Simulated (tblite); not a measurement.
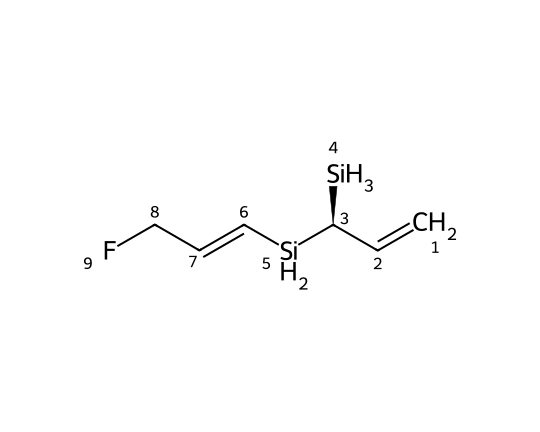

Skeletal drawing with numbered atoms; wedges and dashes mark any stereocentres. The configuration is that of a computed structure (GFN2-xTB).

**Assign CIP descriptors.**

C3: R; C6=C7: E.

**Write the isomeric SMILES.**

C=C[C@H]([SiH3])[SiH2]/C=C/CF
